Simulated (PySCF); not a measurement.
**NMR shielding calculation of C$_{7}$H$_{11}$NOSi**

C$_{7}$H$_{11}$NOSi, computed with GIAO PBE0/pcSseg-1 NMR shielding, non-relativistic, gas phase (PySCF 2.14.0).

The geometry comes from this level: GFN2-xTB. It belongs to a series of runs on one base structure; here: H on C replaced by vinyl. Figures and captions count atoms from 1; the log counts them from 0 in places.

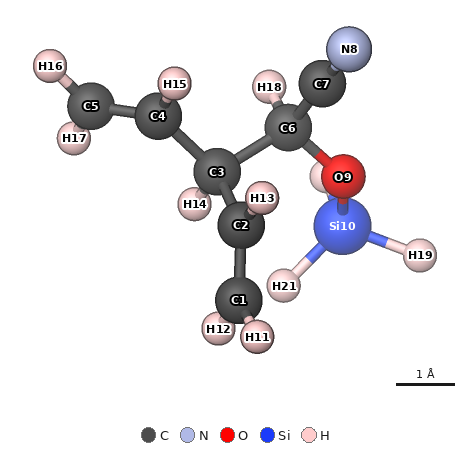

Figure 1. The structure (ball-and-stick view, seen at a tilt; atoms are numbered from 1 in the order of the input). Bond lengths as drawn: C–C 1.32 to 1.55 Å, C–H 1.08 to 1.10 Å, C–N 1.14 Å, C–O 1.39 Å, H–Si 1.45 to 1.47 Å and O–Si 1.62 Å.

Input
```
{"job": {"kind": "nmr", "xc": "PBE0", "basis": "pcSseg-1"}, "charge": 0, "multiplicity": 1}
C     -1.546451    -1.737742    -0.749825
C     -1.276400    -0.920248     0.249079
C     -0.441639     0.319943     0.116798
C     -1.185234     1.523173     0.618263
C     -1.385767     2.613196    -0.097428
C      0.876333     0.141299     0.922396
C      0.573298    -0.077175     2.327211
N      0.330893    -0.251859     3.430030
O      1.632424    -0.930958     0.456230
Si     2.475452    -1.087685    -0.920997
H     -2.141721    -2.623588    -0.610884
H     -1.185042    -1.556495    -1.749004
H     -1.645314    -1.120946     1.246428
H     -0.154870     0.466138    -0.929531
H     -1.559407     1.447053     1.630719
H     -1.925912     3.458239     0.293179
H     -1.023209     2.704348    -1.108630
H      1.456535     1.077150     0.850014
H      3.090879    -2.372375    -0.650992
H      3.416678     0.028263    -1.064974
H      1.609554    -1.082787    -2.103851
```

The first line tells a small driver script what to run in PySCF; the rest is the geometry in Å.

Command:
```bash
OMP_NUM_THREADS=1 python <driver script> task.json out
```

Output
```
coarse grid: 18200 points
cycle   1  E = -691.9095792150  dE =  1.378e+00  |g| = 8.093e-01  |ddm| = 4.210e+00
cycle   2  E = -691.6656653744  dE =  2.439e-01  |g| = 1.379e+00  |ddm| = 1.937e+00
cycle   3  E = -692.0300234290  dE = -3.644e-01  |g| = 2.436e-01  |ddm| = 1.352e+00
cycle   4  E = -692.0414870804  dE = -1.146e-02  |g| = 9.400e-02  |ddm| = 2.203e-01
cycle   5  E = -692.0431190221  dE = -1.632e-03  |g| = 2.881e-02  |ddm| = 8.823e-02
cycle   6  E = -692.0432994316  dE = -1.804e-04  |g| = 3.808e-03  |ddm| = 2.933e-02
cycle   7  E = -692.0433023598  dE = -2.928e-06  |g| = 1.419e-03  |ddm| = 4.761e-03
final grid: 171680 points
cycle   8  E = -692.1145294290  dE = -4.270e-05  |g| = 1.119e-02  |ddm| = 3.896e-02
cycle   9  E = -692.1145031852  dE =  2.624e-05  |g| = 1.624e-02  |ddm| = 2.412e-02
cycle  10  E = -692.1145547346  dE = -5.155e-05  |g| = 2.118e-03  |ddm| = 1.558e-02
cycle  11  E = -692.1145557412  dE = -1.007e-06  |g| = 4.381e-04  |ddm| = 1.816e-03
cycle  12  E = -692.1145557707  dE = -2.953e-08  |g| = 2.448e-04  |ddm| = 4.777e-04
cycle  13  E = -692.1145557818  dE = -1.109e-08  |g| = 7.359e-05  |ddm| = 1.866e-04
cycle  14  E = -692.1145557829  dE = -1.137e-09  |g| = 2.665e-05  |ddm| = 7.588e-05
cycle  15  E = -692.1145557831  dE = -1.712e-10  |g| = 3.943e-06  |ddm| = 2.747e-05
```

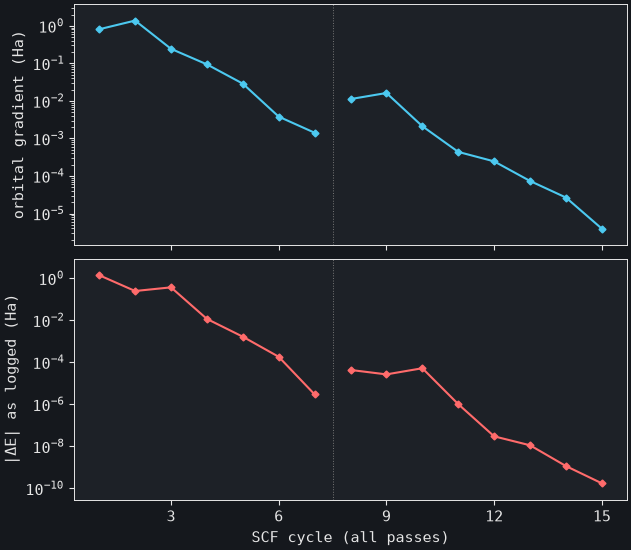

Figure 2. Convergence of the self-consistent field: orbital gradient and size of the energy change against the SCF cycle. The dotted line marks the change from a coarse to the final integration grid. The first 7 cycles use a coarse grid, the final grid takes over at cycle 8, and the field converges after 15 cycles in all.

```
converged SCF energy = -692.1145557831

GIAO shielding tensors (ppm)
atom      isotropic    diamagn.    paramagn.     s11        s22        s33       span
  0 C       60.304     254.681    -194.377    -54.349     75.073    160.188    214.537
  1 C       43.089     258.833    -215.744    -75.912     51.977    153.203    229.115
  2 C      126.619     246.490    -119.871    115.767    123.357    140.734     24.968
  3 C       42.869     258.059    -215.190    -79.285     53.520    154.371    233.656
  4 C       62.040     253.766    -191.725    -49.716     76.537    159.299    209.016
  5 C      117.465     245.773    -128.307     93.505    109.213    149.678     56.173
  6 C       64.212     263.205    -198.994    -51.449    -48.879    292.964    344.413
  7 N      -41.058     340.732    -381.791   -204.619   -198.245    279.689    484.308
  8 O      306.295     394.968     -88.673    267.856    311.084    339.944     72.088
  9 Si     388.965     880.429    -491.464    342.200    357.897    466.798    124.599
 10 H       26.046      29.364      -3.319     23.033     25.041     30.064      7.031
 11 H       26.102      33.099      -6.997     22.285     25.621     30.400      8.114
 12 H       25.236      33.284      -8.049     23.000     24.187     28.519      5.519
 13 H       28.737      36.345      -7.608     26.674     29.135     30.403      3.729
 14 H       25.367      32.389      -7.022     22.903     24.000     29.199      6.296
 15 H       26.216      28.169      -1.953     23.416     24.968     30.263      6.847
 16 H       26.131      32.321      -6.189     22.591     25.186     30.618      8.027
 17 H       27.408      31.166      -3.758     24.822     27.372     30.030      5.208
 18 H       26.858      29.164      -2.306     23.025     24.893     32.655      9.630
 19 H       26.859      29.419      -2.560     23.619     24.871     32.087      8.468
 20 H       26.721      31.273      -4.551     22.711     26.368     31.085      8.374
```

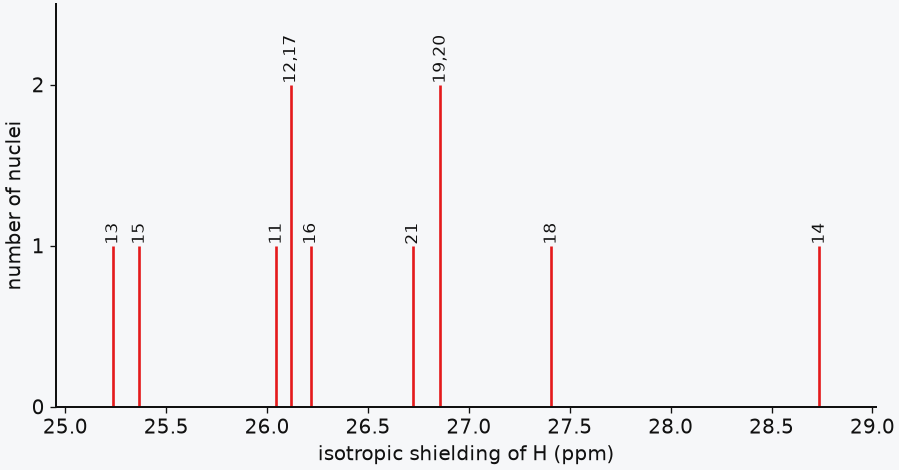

Figure 3. Isotropic shieldings of the hydrogen nuclei in this fixed geometry, labelled by atom number; shielding grows to the right, so chemical shift grows to the left. The least shielded is H13 (25.2 ppm), the most shielded H14 (28.7 ppm).

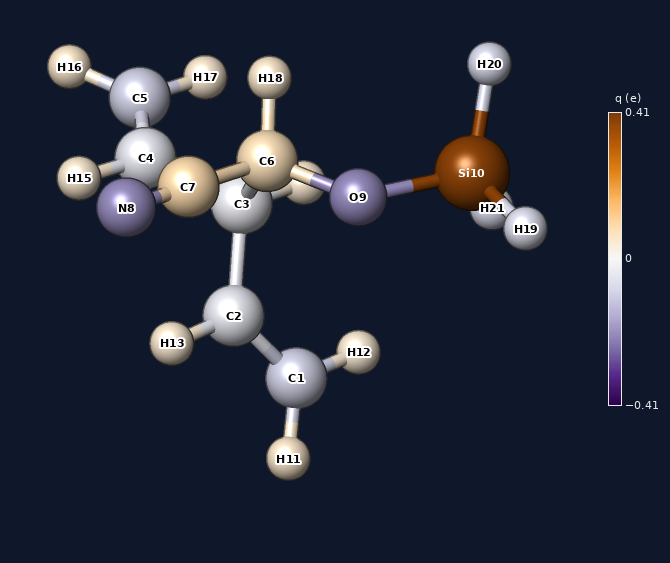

Figure 4. Hirshfeld charges, as the colour of each atom (ball-and-stick view, seen at a tilt; atoms are numbered from 1 in the order of the input). By element: C −0.09 to +0.09, N −0.21, O −0.21, Si +0.39 and H −0.08 to +0.05 e.

Results in brief

- outcome: converged
- total energy: −692.114556 hartree
- HOMO: −7.86 eV
- LUMO: −0.51 eV
- dipole moment: 4.18 D
- isotropic shielding, C: 42.9 to 126.6 ppm
- isotropic shielding, N: −41.1 ppm
- isotropic shielding, O: 306.3 ppm
- isotropic shielding, Si: 389.0 ppm
- isotropic shielding, H: 25.2 to 28.7 ppm
- hardware: 1 CPU thread, shared host
- wall time: 61 s
- peak memory: 1.1 GiB
